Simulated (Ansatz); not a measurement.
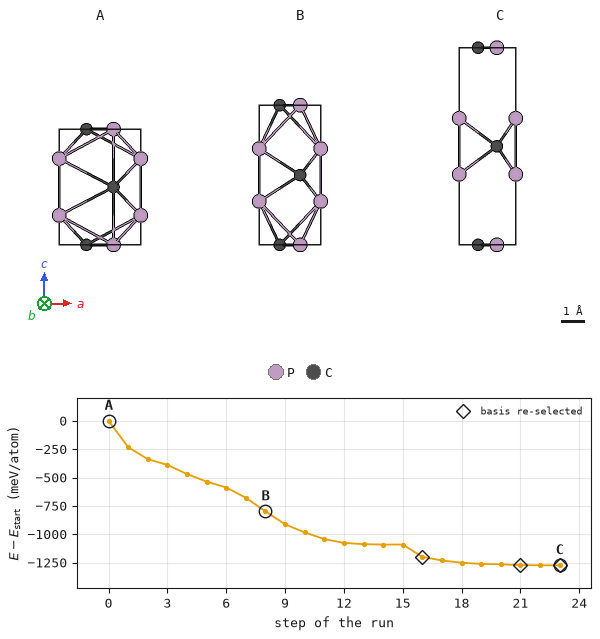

Frames of a relaxation of a crystal of P₃C₂ (a generated structure, set up in P-6m2) (coarse preliminary run), marked on the history of the run. Style: ball-and-stick. Shown: the cell of the calculation, along the b axis.

Level of theory: DFT PBE, scalar-relativistic, plane waves, PAW in Ansatz.

Input file:
```yaml
crystal:
  lattice:
    - [4.23420457, 0.0, 0.0]
    - [-2.11710228, 3.66692872, 0.0]
    - [0.0, 0.0, 5.19944977]
  atoms:
    - { symbol: P, position: [0.0, 0.0, 0.74540001] }
    - { symbol: P, position: [0.0, 0.0, 0.25459999] }
    - { symbol: P, position: [0.66666667, 0.33333333, 0.0] }
    - { symbol: C, position: [0.66666667, 0.33333333, 0.5] }
    - { symbol: C, position: [0.33333333, 0.66666667, 0.0] }
basis:
  ecutwfc: 420
kpoints:
  mp_grid: { grid: [6, 6, 4] }
hamiltonian:
  xc: pbe
scf:
  occupations: { method: gaussian, width: 0.1 }
  lower_state_search: "off"
output:
  forces: true
  stress: true
  eigenvalues: true
relax:
  adjacent_minimum: "off"
  f_tol: 0.04
  max_steps: 70
  cell: { stress_tol: 0.4 }
```

Run as
```bash
ansatz run input.yaml --threads 1 --pin off --max-ram 2560MiB --backend cpu --events-out ev --progress --plain --runs-dir out
```

Question: What happens along the run?

Answer: The largest moves relative to the cell, 0.91 Å, are those of P1 and P2. P2 goes along +c. C stays in place. Cell: a = b 4.234 → 2.936 Å (−30.7 %), c 5.199 → 8.861 Å (+70.4 %). Volume −18.1 %. Some distances before and after: P1–P2 2.648 → 6.341 Å, P3–C4 2.600 → 4.431 Å, P1–P1 4.234 → 2.936 Å, P1–P3 2.780 → 3.595 Å. The space group stays P-6m2 (No. 187). After 20 accepted moves (23 points after the start) the energy has fallen by 1274 meV per atom. The largest force component goes from 1 to 0.00046 eV/Å. Pressure: −17.83 GPa at the start and 0.02 GPa at the end. The SCF was repeated 3 times at an unchanged geometry on a basis and grid sized afresh for the cell, which shifted the energy by 109 meV per atom at most. From step 0 to 8: P atoms move most (0.36 Å), volume −31.4 %, energy −798 meV per atom. From step 8 to 23: P atoms move most (0.41 Å), volume +19.4 %, energy −476 meV per atom.

```csv
step,"E − E(0), meV/atom","largest force component, eV/Å","pressure, GPa","volume, Å³/atom",note
0,0.00,1.0344,-17.83,16.146,
1,-231.86,1.1550,-12.46,14.017,
2,-338.06,1.7129,0.73,12.149,
3,-388.14,0.6724,0.71,11.849,
4,-469.53,0.3764,3.65,11.532,
5,-535.51,0.4904,4.63,11.364,
6,-587.53,0.2026,1.86,11.537,
7,-678.45,0.5853,1.13,11.390,
8,-798.12,1.0404,3.02,11.076,
9,-912.16,0.5983,8.51,10.792,
10,-983.82,0.0894,5.73,11.054,
11,-1042.40,0.3310,4.06,11.186,
12,-1076.14,0.4124,3.61,11.184,
13,-1087.19,0.4803,3.65,11.387,
14,-1090.39,0.0508,-0.65,11.600,
15,-1090.53,0.0056,0.02,11.564,
16,-1199.57,0.0617,5.18,11.564,"same geometry, new basis"
17,-1230.90,0.0312,3.67,11.870,
18,-1250.54,0.0114,2.20,12.211,
19,-1261.30,0.0059,0.84,12.557,
20,-1265.04,0.0062,0.24,12.866,
21,-1271.68,0.0125,0.81,12.866,"same geometry, new basis"
22,-1273.36,0.0002,0.01,13.227,
23,-1273.88,0.0005,0.02,13.227,"same geometry, new basis"
```
